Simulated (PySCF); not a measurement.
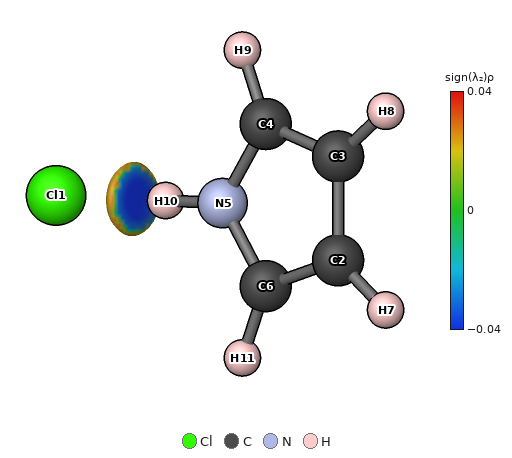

*C$_{4}$H$_{5}$ClN, charge −1, SMILES `[Cl-].c1cc[nH]c1`. Non-covalent interaction surfaces between the fragments (reduced density gradient s = 0.6, coloured by sign(λ₂)ρ in a.u.; trimmed to the region between the fragments where ρ is under 0.06 a.u.). Fragment A: Cl(−1) (atom 1); fragment B: H5C4N.*

Level of theory: TPSS/aug-cc-pVDZ (PySCF), at a geometry from GFN2-xTB. GFN2-xTB bond lengths at metals and heavier atoms can be off by up to 0.1 Å and shapes distorted, which carries into these values.

Question: Interpret the surfaces between the fragments.

Answer: Bond critical points between the fragments: Cl1···H10, hydrogen bond, 1.99 Å, ρ = 0.042 a.u. It appears blue (attractive, sign(λ₂)ρ well below zero). The pose is a local one from a semi-empirical search, not shown to be the most stable. With a charged fragment, long-range electrostatics, which these surfaces don't show, weighs heavily in the interaction energy.

Question: How strongly are they bound?

Answer: The counterpoise-corrected interaction energy of the frozen fragments is −20.5 kcal/mol without dispersion correction and −21.8 kcal/mol with D3(BJ). The pair geometry is semi-empirical, not a minimum at this level.
